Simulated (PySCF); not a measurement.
C7H14O2, SMILES O(C(=O)CCC(C)C)C, singlet, GFN2-xTB optimised geometry. Atoms within 1.6 Å of the plane z = 1.0 Å (x, y, z in Å): C1 (3.42, 1.00, 2.15), O2 (2.02, 1.19, 1.97), C3 (1.36, 0.19, 1.36), O4 (1.90, -0.81, 0.97), C5 (-0.11, 0.50, 1.27), C6 (-0.72, -0.09, 0.00), C7 (-2.25, -0.09, 0.00), C9 (-2.81, 1.33, 0.00), H11 (3.90, 0.78, 1.20), H12 (3.80, 1.93, 2.57), H13 (-0.24, 1.58, 1.32), H14 (-0.59, 0.06, 2.15), H16 (-0.36, -1.12, -0.09), H17 (-2.60, -0.61, 0.90), H21 (-2.54, 1.86, 0.91), H23 (-3.90, 1.30, -0.06).

Method: PySCF with B3LYP/def2-SVP. Cells within 0.4 Å of a nucleus heavier than hydrogen are left out (blank, or x).

Map of the electrostatic potential (hartree/e), clipped to [-0.08, 0.12] on the plane z = 1.0 Å:

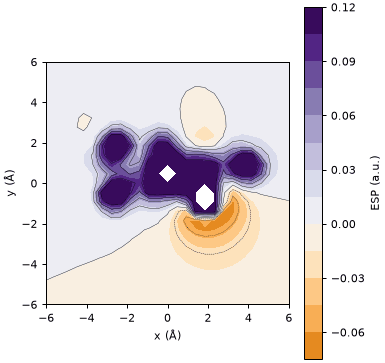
*Electrostatic potential (hartree/e), clipped to [-0.08, 0.12] on the plane z = 1.0 Å.*
